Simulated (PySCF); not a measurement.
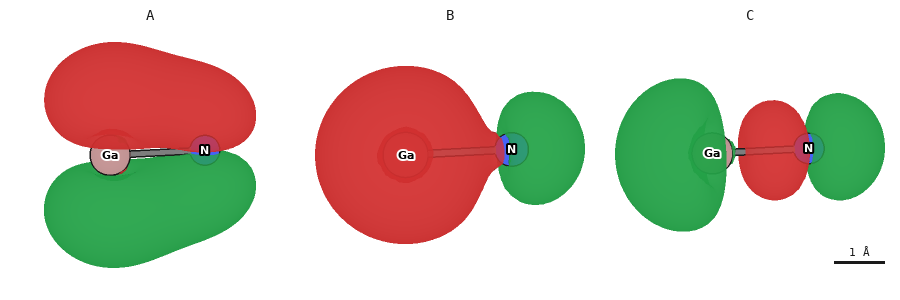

Figure. GaN (triplet). Three frontier β-spin orbitals, each drawn at the value that holds 80 % of its norm (green and red are the two phases), in no order; of a degenerate pair one member is drawn.

Computed with PBE0/6-31G(d,p), non-relativistic, at a bond length of 2.015 Å (PySCF 2.14.0).

Q: Label each orbital by symmetry, say whether it is occupied, and order them by energy.

A: Orbital B: σ, occupied in this spin, −9.71 eV; shared between the atoms (Ga 70 %, N 30 %).
Orbital C: σ, occupied in this spin, −5.86 eV; shared between the atoms (Ga 50 %, N 50 %).
Orbital A: π, empty in this spin, −2.93 eV; bonding, with no node between the atoms.
